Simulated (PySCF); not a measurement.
# [SiH3]+ (SMILES [SiH3+]) at 6 levels

We compute a comparison of 6 runs (MP2/6-31G*, BCCD(T)/6-31G*, CCSDT/6-31G*, QCISD(T)/6-31G*, CISD/6-31G*, FCI/6-31G*) of [SiH3]+. Input form: a Python script.

The calculation is run with PySCF 2.14.0.

2 further runs of the same task are left out: 2 set aside as unsound or not needed.

## 1. The system as given

[SiH3]+: 4 atoms, total charge +1, spin state singlet. SMILES: `[SiH3+]`. The Si1–H2 distance was set to 4.122 Å, away from the relaxed value. At this shape a bond of the SMILES string is far longer than usual.

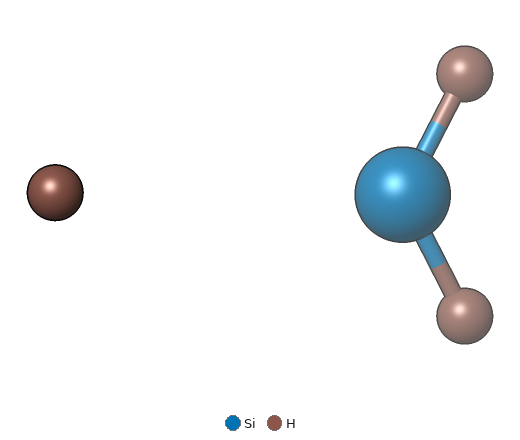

The structure, seen from a chosen angle (silicon blue, hydrogen brown).

## 2. A single-point energy at MP2/6-31G(d) (spherical functions) (run 1)

Contents of run.py:

```python
from pyscf import gto, scf, mp

molecule = gto.M(
    atom='Si -1.236428 -1.215728 -2.003413; H 0.686900 0.675400 1.113000; H -1.354828 -2.682928 -2.013313; H -1.804928 -0.424028 -3.106513',
    charge=1,
    verbose=3,
    basis='6-31g*',
    max_memory=1860,
)

mf = scf.RHF(molecule)
mf.conv_tol = 1e-10
mf.kernel()
if not mf.converged:
    mf = mf.newton().run(mf.mo_coeff, mf.mo_occ)

pt = mp.MP2(mf, frozen=5).run()
e_tot = pt.e_tot
print('E(%s) = %.9f' % ('MP2', e_tot))
```

Launch:

```bash
$ OMP_NUM_THREADS=1 python run.py
```

Standard output:

```text
converged SCF energy = -290.070375341066
E(RMP2) = -290.198076368801  E_corr = -0.127701027735852
E(SCS-RMP2) = -290.216991595382  E_corr = -0.146616254316558
E(MP2) = -290.198076369
```

Run time: 0.89 s. Hardware: 1 thread of Arm Neoverse V1, shared host; peak memory 0.11 GiB.

## 3. A single-point energy at BCCD(T)/6-31G(d) (spherical functions) (run 2)

Contents of calc.py:

```python
from pyscf import gto, cc
from pyscf.cc.bccd import bccd_kernel_

molecule = gto.Mole()
molecule.atom = '''
Si    -2.336510    -2.297393    -3.785902
H      1.298053     1.276321     2.103265
H     -2.560254    -5.069999    -3.804610
H     -3.410820    -0.801297    -5.870459
'''
molecule.basis = '6-31g*'
molecule.verbose = 4
molecule.charge = 1
molecule.unit = 'bohr'
molecule.max_memory = 1860
molecule.build()

mf = molecule.RHF()
mf.conv_tol = 1e-10
mf.kernel()
if not mf.converged:
    mf = mf.newton().run(mf.mo_coeff, mf.mo_occ)

mycc = cc.CCSD(mf, frozen=5).run()
mycc = bccd_kernel_(mycc, diis=True)
e_t = mycc.ccsd_t()
e_final = mycc.e_tot + e_t
print('E = %.10f Eh' % e_final)
```

Launch:

```bash
$ OMP_NUM_THREADS=1 python calc.py
```

Standard output:

```text
PySCF version 2.14.0

[... 56 lines left out ...]
converged SCF energy = -290.070375346012
[... 12 lines left out ...]
Init t2, MP2 energy = -290.198076306121  E_corr(MP2) -0.127700960108906
[... 14 lines left out ...]
CCSD converged
[... 62 lines left out ...]
CCSD converged
[... 61 lines left out ...]
CCSD converged
[... 27 lines left out ...]
CCSD converged
[... 27 lines left out ...]
CCSD converged
[... 26 lines left out ...]
CCSD converged
[... 25 lines left out ...]
CCSD converged
[... 21 lines left out ...]
CCSD converged
[... 3 lines left out ...]
******** <class 'pyscf.cc.ccsd.CCSD'> ********
CC2 = 0
CCSD nocc = 3, nmo = 19
frozen orbitals 5
max_cycle = 50
direct = 0
conv_tol = 1e-07
conv_tol_normt = 1e-05
diis_space = 6
diis_start_cycle = 0
diis_start_energy_diff = 1e+09
Init E_corr(CCSD) = -0.223588905439913
cycle = 1  E_corr(CCSD) = -0.223620598770039  dE = -3.16933301e-05  norm(t1,t2) = 0.00017138
cycle = 2  E_corr(CCSD) = -0.223564321298507  dE = 5.62774715e-05  norm(t1,t2) = 0.000284333
cycle = 3  E_corr(CCSD) = -0.223599131434201  dE = -3.48101357e-05  norm(t1,t2) = 0.000474393
cycle = 4  E_corr(CCSD) = -0.223598588406724  dE = 5.43027477e-07  norm(t1,t2) = 3.6496e-06
cycle = 5  E_corr(CCSD) = -0.223598570092038  dE = 1.83146862e-08  norm(t1,t2) = 6.47072e-07
CCSD converged
E(CCSD) = -290.2630804230617  E_corr = -0.2235985700920376
BCC iter:    7  E:    -290.263080423062  dE:   -7.425e-09  |t1|:    7.868e-07
CCSD(T) correction = -0.0134206984107907
E = -290.2765011215 Eh
```

Run time: 3.3 s. Hardware: 1 thread of Arm Neoverse V1, shared host; peak memory 0.12 GiB.

Runs 3 to 5 aren't shown in full; the table further down has their settings and results.

## 4. A single-point energy at FCI/6-31G(d) (spherical functions) (run 6)

Contents of input.xyz:

```xyz
4

Si    -1.236428    -1.215728    -2.003413
H      0.686900     0.675400     1.113000
H     -1.354828    -2.682928    -2.013313
H     -1.804928    -0.424028    -3.106513
```

Contents of run.py:

```python
from pyscf import gto, mcscf
from pyscf import fci

system = gto.M(
    atom='input.xyz',
    basis='6-31g*',
    max_memory=1860,
    spin=0,
    verbose=3,
    charge=1,
)

hf = system.RHF()
hf.conv_tol = 1e-10
hf.kernel()
if not hf.converged:
    hf = hf.newton().run(hf.mo_coeff, hf.mo_occ)

cas = mcscf.CASCI(hf, hf.mo_coeff.shape[-1] - 5, (system.nelec[0] - 5, system.nelec[1] - 5))  # full CI above the frozen core
cas.fcisolver = fci.direct_spin0.FCI(system)  # even spin states alone
cas.kernel()
print('<S^2> = %.4f' % cas.fcisolver.spin_square(cas.ci, cas.ncas, cas.nelecas)[0])
etot = cas.e_tot
print(f'total energy: {etot:.8f} hartree')
```

Launch:

```bash
$ OMP_NUM_THREADS=1 python run.py
```

Standard output:

```text
converged SCF energy = -290.070375341066
CASCI E = -290.274723604284  E(CI) = -8.92998715872324  S^2 = 0.0000000
<S^2> = 0.0000
total energy: -290.27472360 hartree
```

It took 59 s on 1 thread of Arm Neoverse V1, shared host; peak memory 0.32 GiB.

## 5. All runs side by side

| run | level | energy (Eh) | HOMO energy (eV) | LUMO energy (eV) | HOMO–LUMO gap (eV) | wall time |
| --- | --- | --- | --- | --- | --- | --- |
| 1 | MP2/6-31G* (spherical functions) | -290.198076 | -13.60 | -9.03 | 4.57 | 0.89 s |
| 2 | BCCD(T)/6-31G* (spherical functions) | -290.276501 | – | – | – | 3.3 s |
| 3 | CCSDT/6-31G* (spherical functions) | -290.274292 | -13.60 | -9.03 | 4.57 | 2.5 s |
| 4 | QCISD(T)/6-31G* (spherical functions) | -290.276617 | -13.60 | -9.03 | 4.57 | 1.1 s |
| 5 | CISD/6-31G* (spherical functions) | -290.240720 | -13.60 | -9.03 | 4.57 | 0.91 s |
| 6 | FCI/6-31G* (spherical functions) | -290.274724 | -13.60 | -9.03 | 4.57 | 59 s |

## 6. Summary of results

```
                                          quantity          value
                               run 6: total energy  -290.27472 Eh
        run 6: HOMO energy (Hartree–Fock orbitals)      -13.60 eV
        run 6: LUMO energy (Hartree–Fock orbitals)       -9.03 eV
      run 6: HOMO–LUMO gap (Hartree–Fock orbitals)        4.57 eV
run 6: correlation energy (5 core orbitals frozen)     -204.3 mEh
```

What this shows: Against full CI in this basis: MP2 +76.6 mEh; BCCD(T) -1.8 mEh; CCSDT +0.4 mEh; QCISD(T) -1.9 mEh; CISD +34.0 mEh. In run 4 the T1 diagnostic is large, so a single reference may not serve. All runs together took 67 s, the longest 59 s.
